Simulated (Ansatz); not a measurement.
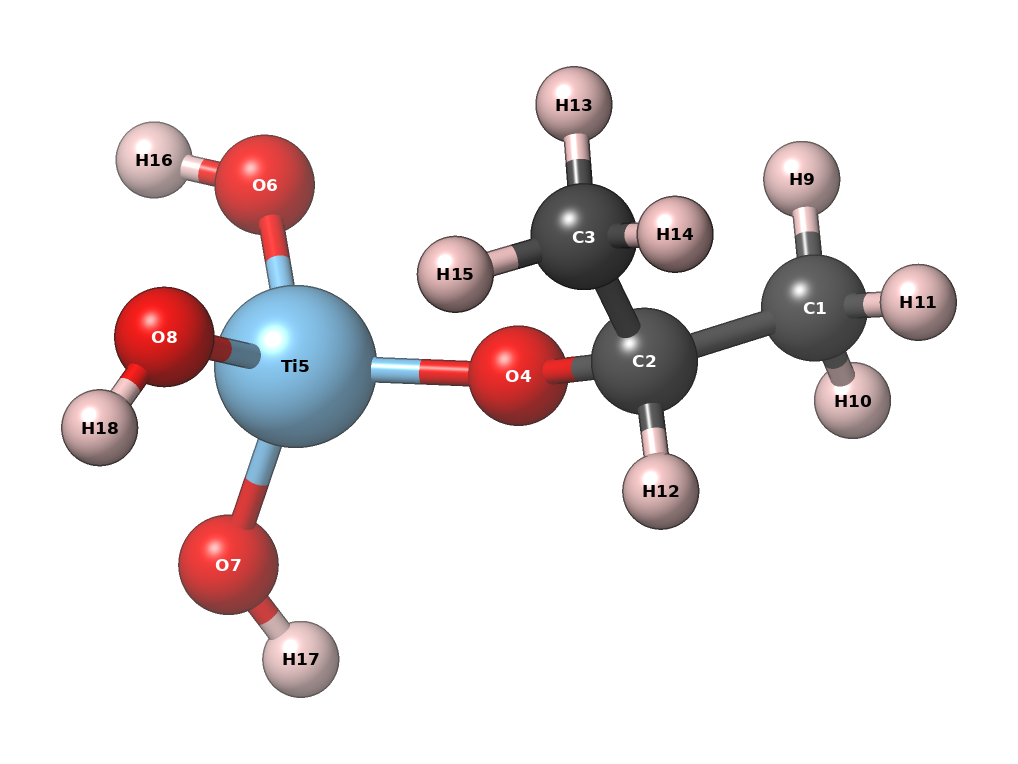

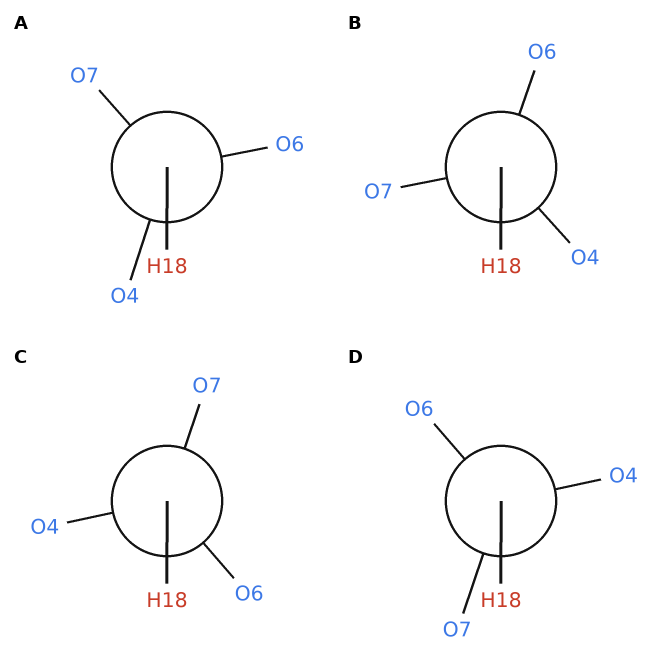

Atoms fade into the background with distance from the viewer. Bonds that would overlap in a projection are set slightly apart. Charge 0, singlet. Computed geometry: PBE-D4/def2-SVP optimisation. No frequency run is at hand to confirm it as a minimum.

Which Newman projection shows the view along O8–Ti5, with O8 in front?

D. The torsion angle H18–O8–Ti5–O4 is −102°, anticlinal.
